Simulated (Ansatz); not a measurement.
# singlet [AlNH3]+ at 6 levels

Aim: a comparison of 6 runs (HF/STO-3G, HSE06/STO-3G, MP2/STO-3G, BCCD(T)/STO-3G, CCSDT/STO-3G, CCSDTQ/STO-3G) of singlet [AlNH3]+. 

The results are computed with Ansatz 0.2.0.

52 further runs of the same task are left out: 52 set aside as unsound or not needed.

## Step 1: Starting point

[AlNH3]+ has 5 atoms, charge +1, and is taken as a singlet. SMILES of the parent species: `[NH2][AlH]`. The coordinates come from a PBE0-D4/def2-TZVP relaxation. This is one conformer, not always the lowest. That shape belongs to the parent species and isn't relaxed for this state.

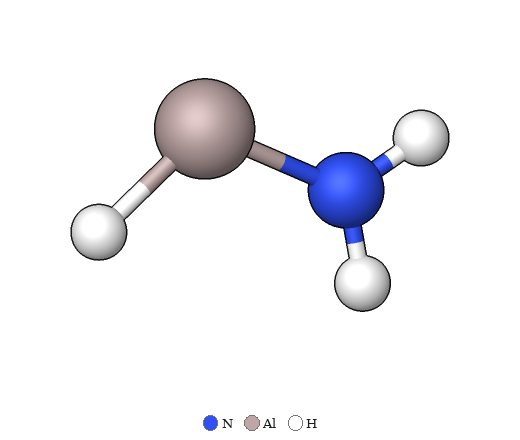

The structure, seen from a chosen angle (nitrogen blue, aluminium light grey, hydrogen white).

## Step 2: A single-point energy at HF/STO-3G (run 1)

The input, in.yaml:

```yaml
crystal:
  periodic: [false, false, false]
  atoms:
    - {symbol: "N", position_ang: [-0.116600, -0.660800, 0.175100]}
    - {symbol: Al, position_ang: [0.836600, 0.833900, 0.120800]}
    - {symbol: H, position_ang: [0.148500, -1.505300, 0.655500]}
    - {symbol: H, position_ang: [-1.010300, -0.782800, -0.277400]}
    - {symbol: H, position_ang: [0.191800, 2.041400, -0.715400]}
basis:
  gaussian:
    orbitals: STO-3G
total_charge: 1
hamiltonian:
  xc: hf
accuracy: high
```

The run is started by

```
$ ansatz run in.yaml --threads 1 --pin off --max-ram 2610MiB --events-out events.jsonl --progress --plain --runs-dir runs
```

Output:

```text
Warning: RAYON_NUM_THREADS=1 ignored (pool sized by the plan → 1); use --threads N
Functional definition: HF
  name "HF"
  exchange = exact_x
  correlation = 0
287 factors; integrals over basis functions are off by at most 1.1e-8 eV
mean field evaluation 1: about -8003.8797 eV, gradient 3.4e1 eV
mean field evaluation 2: about -8003.8966 eV, gradient 3.4e1 eV
mean field evaluation 4: about -8008.1113 eV, gradient 1.5e0 eV
mean field evaluation 8: about -8008.1231 eV, gradient 4.1e-2 eV
mean field -8008.12313435 eV, -294.2930970865 hartree, gradient 1.3e-8 eV, S^2 0.000000; 0 other end points of the search recorded, 0 dependent functions left out
reference -8008.12313435 eV, -294.2930970865 hartree; 11, 11 occupied and 6, 6 virtual orbitals, 287 factors
Total energy: -8008.12313435 eV, -294.2930970865 hartree
```

It took 0.14 s on 1 thread of Intel Xeon Platinum 8259CL at 2.50GHz (Skylake/Cascade Lake), shared host.

## Step 3: The energy at HSE06/STO-3G (run 2)

The input, molecule.yaml:

```yaml
basis:
  gaussian:
    orbitals: STO-3G
crystal:
  periodic: [false, false, false]
  atoms:
    - {symbol: N, position_ang: [-0.116600, -0.660800, 0.175100]}
    - {symbol: Al, position_ang: [0.836600, 0.833900, 0.120800]}
    - {symbol: H, position_ang: [0.148500, -1.505300, 0.655500]}
    - {symbol: H, position_ang: [-1.010300, -0.782800, -0.277400]}
    - {symbol: H, position_ang: [0.191800, 2.041400, -0.715400]}
total_charge: 1
magnetization:
  spin_polarized: false
hamiltonian:
  xc: hse06
accuracy: high
```

The run is started by

```
$ ansatz run molecule.yaml --threads 1 --pin off --max-ram 2610MiB --events-out events.jsonl --progress --plain --runs-dir runs
```

Output:

```text
Warning: RAYON_NUM_THREADS=1 ignored (pool sized by the plan → 1); use --threads N
Functional definition: HSE06
  name "HSE06"
  parameter a = 0.25
  parameter omega = 0.11/bohr
  exchange = pbe_x - a*pbe_x_sr(omega) + a*exact_x_sr(omega)
  correlation = pbe_c
287 factors; integrals over basis functions are off by at most 1.1e-8 eV
58 factors; integrals over basis functions are off by at most 1.7e-9 eV
mean field evaluation 1: about -8017.5872 eV, gradient 4.5e1 eV
mean field evaluation 2: about -7982.3466 eV, gradient 9.4e1 eV
mean field evaluation 4: about -8024.9522 eV, gradient 3.7e0 eV
mean field evaluation 8: about -8024.9930 eV, gradient 1.2e-1 eV
mean field evaluation 16: about -8024.9931 eV, gradient 3.1e-7 eV
mean field -8024.99305060 eV, -294.9130550741 hartree, gradient 2.1e-8 eV, S^2 0.000000; 0 other end points of the search recorded, 0 dependent functions left out
reference -8024.99305261 eV, -294.9130551478 hartree; 11, 11 occupied and 6, 6 virtual orbitals, 287 factors
Total energy: -8024.99305261 eV, -294.9130551478 hartree
```

Wall time 1.2 s (1 thread of Intel Xeon Platinum 8259CL at 2.50GHz (Skylake/Cascade Lake), shared host); peak memory 0.11 GiB.

Runs 3 to 5 aren't shown in full; the table further down has their settings and results.

## Step 4: The energy at CCSDTQ/STO-3G (run 6)

The input, molecule.yaml:

```yaml
crystal:
  periodic: [false, false, false]
  atoms:
    - symbol: N
      position_ang: [-0.116600, -0.660800, 0.175100]
    - symbol: Al
      position_ang: [0.836600, 0.833900, 0.120800]
    - symbol: H
      position_ang: [0.148500, -1.505300, 0.655500]
    - symbol: H
      position_ang: [-1.010300, -0.782800, -0.277400]
    - symbol: H
      position_ang: [0.191800, 2.041400, -0.715400]
basis:
  gaussian: {orbitals: STO-3G}
total_charge: 1
correlation: {method: ccsdtq, frozen_orbitals: {Al: 5, H: 0, "N": 1}}
accuracy: high
scf: {omitted_lower_state_checks: [cluster_reference, increment]}
```

The run is started by

```
$ ansatz run molecule.yaml --threads 1 --pin off --max-ram 2610MiB --events-out events.jsonl --progress --plain --runs-dir runs
```

Output (excerpt; [...] marks lines left out):

```text
Warning: RAYON_NUM_THREADS=1 ignored (pool sized by the plan → 1); use --threads N
[... 2 set-up lines as earlier in the session ...]
[...]
287 factors; integrals over basis functions are off by at most 1.1e-8 eV
[...]
mean field -8008.12313435 eV, -294.2930970865 hartree, gradient 1.3e-8 eV, S^2 0.000000; 0 other end points of the search recorded, 0 dependent functions left out
6 core orbitals not correlated: weight in the atoms' cores, before any rotation towards them, 0.999 or more for the frozen orbitals, at most 0.000 for the correlated occupied ones
reference -8008.12313435 eV, -294.2930970865 hartree; 5, 5 occupied and 6, 6 virtual orbitals, 287 factors
second order -2.19511745 eV of doubles, -0.00000000 eV of singles
cycle   1  -2.57132189 eV  change   -3.8e-1 eV  update   1.0e-1
[...]
cycle  31  -3.04469473 eV  change   1.6e-10 eV  update  6.0e-10
Total energy: -8011.16782908 eV, -294.4049875542 hartree
Checks for a lower state left out: cluster_reference, increment
```

Wall time 2.1 s (1 thread of Intel Xeon Platinum 8259CL at 2.50GHz (Skylake/Cascade Lake), shared host).

## Step 5: All runs side by side

```csv
run,level,frozen core orbitals,energy (Eh),wall time
1,HF/STO-3G,–,-294.293097,0.14 s
2,HSE06/STO-3G,–,-294.913055,1.2 s
3,MP2/STO-3G,6,-294.373766,0.14 s
4,BCCD(T)/STO-3G,6,-294.404122,0.22 s
5,CCSDT/STO-3G,6,-294.405138,0.28 s
6,CCSDTQ/STO-3G,6,-294.404988,2.1 s
```

## Step 6: Outcome

```
                                          quantity          value
                               run 6: total energy  -294.40499 Eh
run 6: correlation energy (6 core orbitals frozen)     -111.9 mEh
                              run 6: T1 diagnostic          0.029
```

What this shows: Below the HF energy at the same shape and in the same basis (STO-3G): MP2 -80.7 mEh; BCCD(T) -111.0 mEh; CCSDT -112.0 mEh; CCSDTQ -111.9 mEh. In runs 1, 2, 3, 4, 5, 6 the basis is minimal, so the values are rough. All runs together took 4.1 s, the longest 2.1 s.
